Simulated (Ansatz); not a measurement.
# Changed inputs in constrained RPA: RbPdCl3 (Pm-3m)

Wanted: the sensitivity and cost of U and J for RbPdCl3 (Pm-3m).

Main program and level: Ansatz 0.2.0; constrained RPA on LDA, plane waves, PAW.

## 1. Set-up

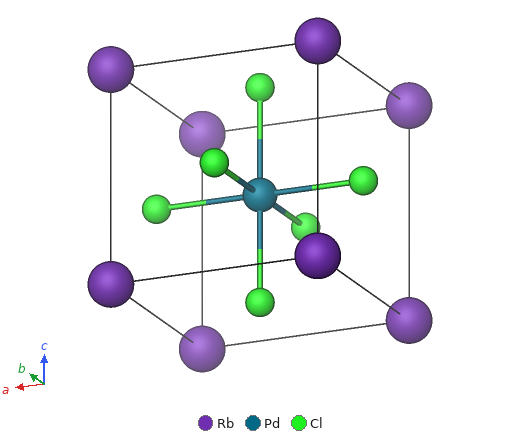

The cell as given, from a free direction (rubidium purple, palladium blue, chlorine green). Some periodic images of atoms are drawn too.

The cell and positions are those that the Materials Project relaxed with its own functionals (PBE, PBE+U or r2SCAN), kept fixed. The default PAW set here is soft_2. Its files were made with PBE.

## 2. Base: Pd d + anion p, bands v13 to c1, 4×4×4 mesh, medium accuracy

Constrained RPA screens the interaction with every transition except those inside the target bands, which a later many-body model would treat itself.

input.yaml reads:

```yaml
crystal:
  lattice:
    - [-4.94767089, 0.0, 0.0]
    - [0.0, 0.0, -4.94767089]
    - [0.0, -4.94767089, 0.0]
  atoms:
    - { symbol: Rb, position: [0.0, 0.0, 0.0] }
    - { symbol: Pd, position: [0.5, 0.5, 0.5] }
    - { symbol: Cl, position: [0.0, 0.5, 0.5] }
    - { symbol: Cl, position: [0.5, 0.0, 0.5] }
    - { symbol: Cl, position: [0.5, 0.5, 0.0] }
kpoints:
  mp_grid: { grid: [8, 8, 8] }
hamiltonian:
  xc: lda
scf:
  occupations: { method: gaussian, width: 0.08 }
  n_extra_bands: 19
  max_iter: 150
output:
  crpa:
    kmesh: [4, 4, 4]
    target_bands: [v13, c1]
    projections: [{ species: Pd, l: d, shell: 4 }, { species: Cl, l: p, shell: 3 }]
  local_orbitals:
    kmesh: [8, 8, 8]
    orbitals: [{ species: Pd, l: d, shell: 4 }, { species: Cl, l: p, shell: 3 }]
    window: { bands: [v13, c1] }
    seedname: lo
```

Command:

```sh
ansatz run input.yaml --threads 4 --pin off --max-ram 9216MiB --backend cpu --events-out ev --progress --plain --runs-dir out
```

Numbers of over 12 decimals in the logs are rounded to 6 here.

What it wrote:

```text
scf.n_extra_bands = 19 over 24 filled bands (N_el = 48.0): the run solves 43 bands
Engine: ansatz 0.2.0, aarch64-unknown-linux-gnu
Pseudopotentials: kind: paw
Pseudopotential: Rb, paw, valence charge 9, recommended cutoff 420 eV (normal), Rb.paw.azcp
Pseudopotential: Pd, paw, valence charge 18, recommended cutoff 420 eV (normal), Pd.paw.azcp
Pseudopotential: Cl, paw, valence charge 7, recommended cutoff 420 eV (normal), Cl.paw.azcp
Functional definition: SPW92
  exchange = slater_x
  correlation = pw_c
Crystal: 5 atoms, lattice volume = 121.116 Å³
Basis set: ecut = 420 eV, 2373 PW (Γ)
Bands: 43, of which v1, the nominal top of the filled ones, is band 24 counted from 1 (23 counted from 0)
Symmetry: 48 space group operations
Space group: Pm-3m (ITA 221), of the structure as read, at distance tolerance 4.9e-5 Å
k-points: 35 of 512
Non-local potential: Rb, projectors of the file, l = 0: 3, l = 1: 2, l = 2: 2
Non-local potential: Pd, projectors of the file, l = 0: 2, l = 1: 2, l = 2: 2, l = 3: 1
Non-local potential: Cl, projectors of the file, l = 0: 2, l = 1: 2, l = 2: 2
PAW form: soft (Blöchl's): semilocal exchange-correlation on the pseudo side does not see the compensation charge
PAW frozen core: Rb, regenerated for the run's functional, and the local potential with it (the file was generated under x = pbe(κ = 0.804, μ = 0.219515), c = pbe(β = 0.066725))
PAW frozen core: Pd, regenerated for the run's functional, and the local potential with it (the file was generated under x = pbe(κ = 0.804, μ = 0.219515), c = pbe(β = 0.066725))
PAW frozen core: Cl, regenerated for the run's functional, and the local potential with it (the file was generated under x = pbe(κ = 0.804, μ = 0.219515), c = pbe(β = 0.066725))
PAW one-centre angular grid: Rb, 110 points (default); XC on 64 Gauss nodes
PAW one-centre angular grid: Pd, 590 points (default); XC on 64 Gauss nodes
PAW one-centre angular grid: Cl, 110 points (default); XC on 64 Gauss nodes
Initial density: superposition of atomic densities (neutral atoms: chi_scale 0, normalization atom), corrected by the library's trained network
Initial wavefunctions: pseudopotential atomic-orbital guess
Functional: x = slater, c = lda
SCF iter   1: F=—  HF=-13153.195903 eV  |F-HF|=—  |Δ(HF+E_count)|=         —  Δρ=7.37e-3  dr2=5.66e-2  ethr=1.77e-3  ⟨swp⟩=6.0  Hψ=6917  notcnv=0  defer=293
preconditioner: auto → Kerker (q_TF=auto, 2.338 Å⁻¹)  [metal: Δε(μ)=0.068 eV  Ē_g=14.667 eV  σ=0.080 eV  W_gap=0.42  n_scr=26 (ndim 8)  ℏωp=20.8 eV  f_vac=0.028  D(μ)=0.97/eV (n_scr^D=0)]
SCF iter   2: F=—  HF=-13153.183366 eV  |F-HF|=—  |Δ(HF+E_count)|=   1.25e-2  Δρ=3.78e-3  dr2=1.58e-2  ethr=1.18e-4  ⟨swp⟩=2.3  Hψ=2417  notcnv=0  defer=380
[...]
Fermi energy:    5.469092 eV
--- Per-component energies (eV) ---
  E_band       = -473.628460
  E_kinetic    = 1185.911802
  E_local      = -4656.126050  (includes V_loc(G=0)·N_el)
  E_nonlocal   = 492.717708
  E_hartree    = 1789.695107
  E_xc         = -612.381441
  E_vxc        = -709.335274  (∫ρ·V_xc dr)
  E_paw        = -8022.129128  (= ΣΔE_a)
  E_vpaw       = -366.183998  (= ΣTr[D̂ρ^β])
  E_aug_tail   = 0.000487  (compensation charges beyond the density's cutoff)
  E_ewald      = -3332.387435
  E_core_change = 1.523468  (= ΣΔE_core)
  E_smearing   = -0.003174  (= −TS)
  E_closure    = -0.000000  (closes the sum)
  Σ components = -13153.178657   (vs F -13153.178657, Δ=0.00e0)
--- Band table (eV; the first three rows and the last of 35) ---
  k-point 0: bands = [... 20 lower, 3.5164, 3.5164, 3.6008, 3.6008, 3.6008, 8.7004, 9.6602, 10.6962, ... 15 higher]
  k-point 1: bands = [... 20 lower, 3.4137, 3.5169, 3.7801, 3.7801, 4.1727, 8.9948, 9.8716, 10.8413, ... 15 higher]
  k-point 2: bands = [... 20 lower, 3.4148, 3.5180, 4.1370, 4.1370, 4.7042, 9.8323, 10.4432, 11.2451, ... 15 higher]
  k-point 34: bands = [... 20 lower, 4.5883, 4.5883, 4.5883, 7.3622, 7.3622, 10.9820, 11.0907, 11.0907, ... 15 higher]
--- cRPA (band scheme, projected local orbitals): target bands 12..25 (1-based), 14 Wannier function(s), 4×4×4 mesh, 50 bands' worth read of 55 solved, ecut_chi 136.0 eV, v(q+G=0) probe_charge, pair densities all_electron ---
  bands read: the sum over 50 bands ends inside a degenerate multiplet in 10 slots, whose members it reads at an even weight; the widest, k=0: bands 50 to 52 (counted from 1) at 1/3 each
  χ-basis size per q: N_G = 418..461
  window electrons = 26.0000, filled by tetrahedron_uncorrected; constrained ε̄⁻¹(q = 0, 0) head = 0.358891; min gauge Gram eig = 0.8499
  Kanamori averages over each shell's own Wannier functions (sites counted from 0, functions from 1):
  Each shell's averages of U are screened by what lies outside the whole window alone: parameters of one model of all the shells.
    Site 1, 4D, 5 of 5 d orbitals (Wannier functions 1, 2, 3, 4, 5; wannier90's mr 1, 2, 3, 4, 5):
      screened: U = 6.7358 eV, U' = 5.6983 eV, J = 0.5145 eV
      screened, to within: U = 6.7e-3 eV, U' = 6.7e-3 eV, J = 7.3e-4 eV
      bare: V = 17.6653 eV, V' = 16.3144 eV, J = 0.6689 eV
    Site 2, 3P, 3 of 3 p orbitals (Wannier functions 6, 7, 8; wannier90's mr 1, 2, 3):
      screened: U = 5.8850 eV, U' = 4.8720 eV, J = 0.4920 eV
      screened, to within: U = 6.2e-3 eV, U' = 6.2e-3 eV, J = 6.8e-4 eV
      bare: V = 13.5683 eV, V' = 12.0899 eV, J = 0.7185 eV
    Site 3, 3P, 3 of 3 p orbitals (Wannier functions 9, 10, 11; wannier90's mr 1, 2, 3):
      screened: U = 5.8850 eV, U' = 4.8720 eV, J = 0.4920 eV
      screened, to within: U = 6.2e-3 eV, U' = 6.2e-3 eV, J = 6.8e-4 eV
      bare: V = 13.5683 eV, V' = 12.0899 eV, J = 0.7185 eV
    Site 4, 3P, 3 of 3 p orbitals (Wannier functions 12, 13, 14; wannier90's mr 1, 2, 3):
      screened: U = 5.8850 eV, U' = 4.8720 eV, J = 0.4920 eV
      screened, to within: U = 6.2e-3 eV, U' = 6.2e-3 eV, J = 6.8e-4 eV
      bare: V = 13.5683 eV, V' = 12.0899 eV, J = 0.7185 eV
  Hermiticity witness max|P − P†| over intra, direct and exchange elements: 1.24e-14 eV (screened), 2.79e-17 eV (bare)
  Reality witness max|Im| over intra, direct and exchange elements: 4.70e-9 eV (screened), 1.49e-12 eV (bare)
[key lines of the parts left out:]
SCF converged after 8 iterations
Free energy (F): -13153.178657 eV
```

Run time: 8 min. Hardware: 4 threads of Arm Neoverse V2, shared host; peak memory 0.99 GiB.

The column dr2 measures how far the density is from self-consistency, as an energy; F and HF (Harris–Foulkes) agree once it is small.

Numbers from this step:

* U: 6.736 eV
* U prime (inter-orbital): 5.698 eV
* J: 0.5145 eV
* bare V: 17.67 eV
* bare J: 0.6689 eV
* stated bound on U: 0.006685 eV
* U over bare V: 0.3813
* electrons in the window: 26.00
* head of the constrained inverse dielectric matrix: 0.3589
* least eigenvalue of the projection's overlap: 0.8499
* target functions: 14
* bands in the sums: 50
* r.m.s. miss of the model bands: 4.22e-5 eV
* width of the target bands: 8.146 eV
* weight of the projected orbitals in the window: 0.9728

On the Pd d shell, screening brings the on-site interaction from 17.7 eV down to U = 6.74 eV.

## 3. Changed: 2×2×2 mesh

input.yaml, the sections that differ from step 2:

```yaml
output:
  crpa:
    kmesh: [2, 2, 2]
    target_bands: [v13, c1]
    projections: [{ species: Pd, l: d, shell: 4 }, { species: Cl, l: p, shell: 3 }]
# crystal, kpoints, hamiltonian, scf: as in step 2
```

What it wrote:

```text
[...]
Crystal: 5 atoms, lattice volume = 121.116 Å³
Basis set: ecut = 420 eV, 2373 PW (Γ)
Bands: 43, of which v1, the nominal top of the filled ones, is band 24 counted from 1 (23 counted from 0)
Symmetry: 48 space group operations
[...]
k-points: 35 of 512
[...]
SCF iter   1: F=—  HF=-13153.195903 eV  |F-HF|=—  |Δ(HF+E_count)|=         —  Δρ=7.37e-3  dr2=5.66e-2  ethr=1.77e-3  ⟨swp⟩=6.0  Hψ=6917  notcnv=0  defer=293
[...]
SCF iter   8: F=-13153.178657 eV  HF=-13153.178657 eV  |F-HF|=1.39e-9  |Δ(HF+E_count)|=   1.65e-8  Δρ=3.70e-6  dr2=2.45e-8  ethr=2.08e-10  ⟨swp⟩=10.7  Hψ=7314  notcnv=0
SCF 1 converged in 8 iterations: F = -13153.178657 eV  dr2 = 2.45e-8
[...]
NSCF: frozen V_eff on 4 k-points
[...]
cRPA screening: q 1/8
cRPA screening: q 2/8
cRPA screening: q 5/8 (q-point 4)
cRPA screening: q 8/8
SCF converged after 8 iterations
Free energy (F): -13153.178657 eV
[...]
χ-basis size per q: N_G = 418..461
[...]
screened: U = 6.8759 eV, U' = 5.8353 eV, J = 0.5159 eV
      screened, to within: U = 9.6e-3 eV, U' = 9.6e-3 eV, J = 7.6e-4 eV
      bare: V = 17.7337 eV, V' = 16.3809 eV, J = 0.6700 eV
    Site 2, 3P, 3 of 3 p orbitals (Wannier functions 6, 7, 8; wannier90's mr 1, 2, 3):
      screened: U = 5.9220 eV, U' = 4.9041 eV, J = 0.4936 eV
      screened, to within: U = 7.2e-3 eV, U' = 7.2e-3 eV, J = 7.3e-4 eV
      bare: V = 13.6793 eV, V' = 12.1958 eV, J = 0.7200 eV
    Site 3, 3P, 3 of 3 p orbitals (Wannier functions 9, 10, 11; wannier90's mr 1, 2, 3):
      screened: U = 5.9220 eV, U' = 4.9041 eV, J = 0.4936 eV
      screened, to within: U = 7.2e-3 eV, U' = 7.2e-3 eV, J = 7.3e-4 eV
      bare: V = 13.6793 eV, V' = 12.1958 eV, J = 0.7200 eV
    Site 4, 3P, 3 of 3 p orbitals (Wannier functions 12, 13, 14; wannier90's mr 1, 2, 3):
      screened: U = 5.9220 eV, U' = 4.9041 eV, J = 0.4936 eV
      screened, to within: U = 7.2e-3 eV, U' = 7.2e-3 eV, J = 7.3e-4 eV
      bare: V = 13.6793 eV, V' = 12.1958 eV, J = 0.7200 eV
[...]
[key lines of the parts left out:]
Fermi energy:    5.469092 eV
```

Wall time 34 s (4 threads); peak memory 0.81 GiB; 2.1 min of CPU time.

This step gave:

- U: 6.876 eV
- U prime (inter-orbital): 5.835 eV
- J: 0.5159 eV
- bare V: 17.73 eV
- bare J: 0.6700 eV
- stated bound on U: 0.009576 eV
- U over bare V: 0.3877
- electrons in the window: 26.00
- head of the constrained inverse dielectric matrix: 0.3468
- least eigenvalue of the projection's overlap: 0.8499
- target functions: 14
- bands in the sums: 50
- width of the target bands: 8.146 eV
- weight of the projected orbitals in the window: 0.9728

On the Pd d shell, screening brings the on-site interaction from 17.7 eV down to U = 6.88 eV.

## 4. Changed: accuracy low

input.yaml: that of step 3 with these lines changed.

```diff
@@ -21,4 +21,5 @@
   crpa:
-    kmesh: [2, 2, 2]
+    kmesh: [4, 4, 4]
     target_bands: [v13, c1]
     projections: [{ species: Pd, l: d, shell: 4 }, { species: Cl, l: p, shell: 3 }]
+    accuracy: low
```

What it wrote:

```text
[...]
Crystal: 5 atoms, lattice volume = 121.116 Å³
Basis set: ecut = 420 eV, 2373 PW (Γ)
Bands: 43, of which v1, the nominal top of the filled ones, is band 24 counted from 1 (23 counted from 0)
Symmetry: 48 space group operations
[...]
k-points: 35 of 512
[...]
screened: U = 5.8735 eV, U' = 4.8631 eV, J = 0.4908 eV
      screened, to within: U = 8.3e-2 eV, U' = 8.3e-2 eV, J = 7.9e-3 eV
      bare: V = 13.5683 eV, V' = 12.0899 eV, J = 0.7185 eV
    Site 4, 3P, 3 of 3 p orbitals (Wannier functions 12, 13, 14; wannier90's mr 1, 2, 3):
      screened: U = 5.8735 eV, U' = 4.8631 eV, J = 0.4908 eV
      screened, to within: U = 8.3e-2 eV, U' = 8.3e-2 eV, J = 7.9e-3 eV
      bare: V = 13.5683 eV, V' = 12.0899 eV, J = 0.7185 eV
[...]
[key lines of the parts left out:]
SCF converged after 8 iterations
Free energy (F): -13153.178657 eV
Fermi energy:    5.469092 eV
```

Elapsed: 4 min, on 4 threads; peak memory 0.89 GiB; 15 min of CPU time.

Numbers from this step:

- U: 6.713 eV
- U prime (inter-orbital): 5.677 eV
- J: 0.5134 eV
- bare V: 17.67 eV
- bare J: 0.6689 eV
- stated bound on U: 0.1759 eV
- U over bare V: 0.3800
- electrons in the window: 26.00
- head of the constrained inverse dielectric matrix: 0.3589
- least eigenvalue of the projection's overlap: 0.8499
- target functions: 14
- bands in the sums: 50
- width of the target bands: 8.146 eV
- weight of the projected orbitals in the window: 0.9728

On the Pd d shell, screening brings the on-site interaction from 17.7 eV down to U = 6.71 eV.

## 5. Changed: sums over states on smooth products

input.yaml: that of step 4 with these lines changed.

```diff
@@ -24,2 +24,5 @@
     projections: [{ species: Pd, l: d, shell: 4 }, { species: Cl, l: p, shell: 3 }]
-    accuracy: low
+    accuracy: sum_over_states
+    pair_densities: pseudo
+    n_empty_bands: 48
+    ecut_chi: 136
```

What it wrote:

```text
[...]
Crystal: 5 atoms, lattice volume = 121.116 Å³
Basis set: ecut = 420 eV, 2373 PW (Γ)
Bands: 43, of which v1, the nominal top of the filled ones, is band 24 counted from 1 (23 counted from 0)
Symmetry: 48 space group operations
[...]
k-points: 35 of 512
[...]
screened: U = 6.1327 eV, U' = 4.9482 eV, J = 0.5751 eV
      bare: V = 13.5683 eV, V' = 12.0899 eV, J = 0.7185 eV
    Site 3, 3P, 3 of 3 p orbitals (Wannier functions 9, 10, 11; wannier90's mr 1, 2, 3):
      screened: U = 6.1327 eV, U' = 4.9482 eV, J = 0.5751 eV
      bare: V = 13.5683 eV, V' = 12.0899 eV, J = 0.7185 eV
    Site 4, 3P, 3 of 3 p orbitals (Wannier functions 12, 13, 14; wannier90's mr 1, 2, 3):
      screened: U = 6.1327 eV, U' = 4.9482 eV, J = 0.5751 eV
      bare: V = 13.5683 eV, V' = 12.0899 eV, J = 0.7185 eV
[...]
[key lines of the parts left out:]
SCF converged after 8 iterations
Free energy (F): -13153.178657 eV
Fermi energy:    5.469092 eV
```

Run time: 20 s. Hardware: 4 threads; peak memory 0.69 GiB; 76 s of CPU time.

This variant gives U = 7.26 eV against 6.74 eV. It is a finite sum over empty states with no bound on its error and stays out of the table below.

## 6. Changed: orbitals of another atom

input.yaml: that of step 5 with these lines changed.

```diff
@@ -23,6 +23,2 @@
     target_bands: [v13, c1]
-    projections: [{ species: Pd, l: d, shell: 4 }, { species: Cl, l: p, shell: 3 }]
-    accuracy: sum_over_states
-    pair_densities: pseudo
-    n_empty_bands: 48
-    ecut_chi: 136
+    projections: [{ species: Cl, l: p }]
```

What it wrote:

```text
Error: invalid value for `output.crpa.projections`: 9 orbital(s) selected but the target window spans 14 band(s); name one orbital per band of it
```

Elapsed: 0.1 s, on 4 threads; peak memory 0.091 GiB.

The program refused the input before any cycle.

The program's message: “Error: invalid value for `output.crpa.projections`: 9 orbital(s) selected but the target window spans 14 band(s); name one orbital per band of it”

The fault put into this input: trial orbitals that do not match the target bands.

(Continued in part 2 of 2.)

[Paths, hosts, dates, memory and timing lines, banners, echoed tables and standing remarks are left out of the program output.]

[Logs are printed without paths, hosts, clocks, repeated set-up lines and the standing remarks that a program may print on its own settings, such as how far it seeks lower states.]

[Runs of the session that timed out or met a known fault of the program may be left out.]

[Hosts, paths, dates, database ids (printed as entryN), source tags and the programs' standing remarks are cut or masked in the printed files.]
